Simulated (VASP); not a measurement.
Band structure of NaLiZnS2 (space group P3m1). Computed with PBEsol GGA, VASP's PBE PAW potentials (set 64) (plane waves; VASP).

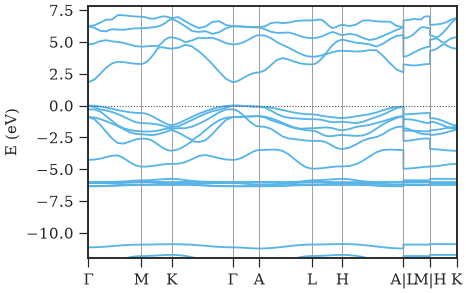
Bands along high-symmetry lines, zero at the valence-band maximum or, without a gap, the Fermi level

Problem. Read the plot: is there a gap, and where are the band edges?

Solution. The gap is direct, 1.84 eV, from the valence maximum at Γ to the conduction minimum at Γ. (Edges off the drawn lines would not show.)

The structure comes from a computed database's NaLiZnS2 entry (P3m1); how it stands against other phases isn't given here. It was relaxed first.
